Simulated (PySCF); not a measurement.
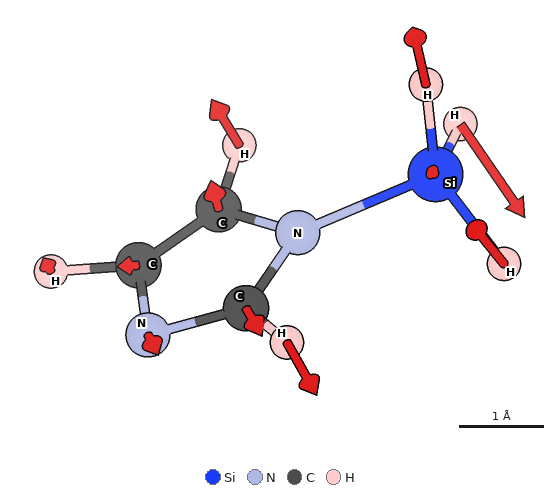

This is a relaxation of C3H6N2Si. The starting structure is drawn; red arrows show the displacements, 2 times their true length. The two geometries are superimposed by the best rigid fit.

A ball-and-stick model, seen from a free direction.

The start comes from GFN2-xTB. Its atoms were then displaced at random by about 0.03 Å.

These are results of PBE0-D3(BJ)/def2-SVP geometry optimisation, gas phase (PySCF 2.14.0, density-fitted response routines), not measurements. 

Question: Atoms of which element are displaced furthest, and by how much?

Answer: Hydrogen: up to 0.69 Å, against 0.24 Å for carbon.

Question: What happened in the run?

Answer: The energy falls by 1.400 eV in 17 geometry steps. The largest move after the best rigid fit is that of an H atom, 0.69 Å. By element the largest moves are H 0.69 Å, C 0.24 Å, N 0.19 Å, Si 0.09 Å. Some distances before and after: C–C 1.208 → 1.371 Å, C–H 1.180 → 1.090 Å, H–Si 1.407 → 1.487 Å, N–Si 1.828 → 1.776 Å. Among the angles between lasting bonds that change: N–Si–H 100.3° → 109.5°, N–C–H 112.8° → 121.8°, C–C–N 116.6° → 110.4°. Groups turn about N–Si by about 40°. The run took 90 s on 1 thread of Arm Neoverse V1, on a shared host.
